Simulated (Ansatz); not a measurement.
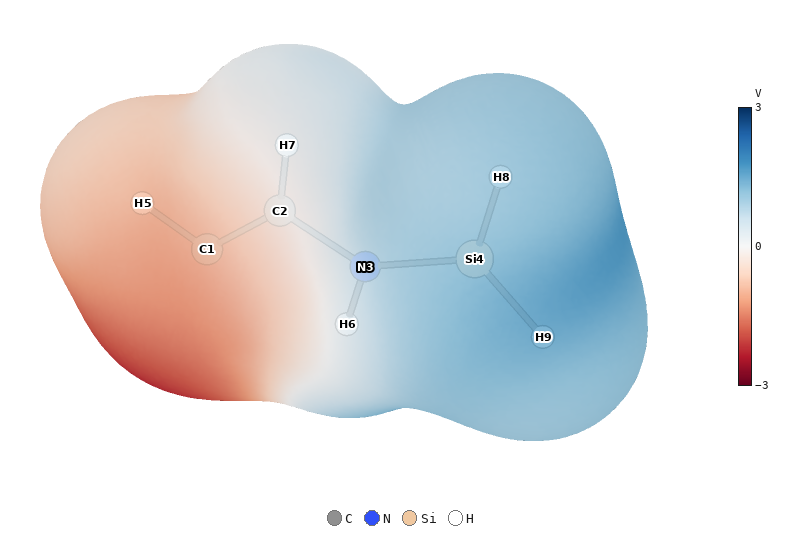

*C$_{2}$H$_{5}$NSi. The molecular electrostatic potential painted on the density surface at 0.001 e/bohr³, seen at a tilt; red is negative and blue positive.*

These are results of RKS CAM-B3LYP/6-31G* (Ansatz 0.2.0), not measurements.

```xyz
9

C    -0.9880    1.3370   -0.9906
C     0.1072    0.7123   -0.4991
N    -0.1989   -0.4235    0.2854
Si    0.6540   -1.5638    1.1280
H    -0.6960    2.2134   -1.5918
H    -1.2305   -0.4548    0.2572
H     1.1830    0.8978   -0.5773
H     2.1187   -1.5134    1.1648
H    -0.1147   -2.6014    1.8215
```

Describe the electrostatic potential map.

Answer. The most negative region (about −2.5 V) lies over C1, the most positive (about +1.7 V) over Si4.
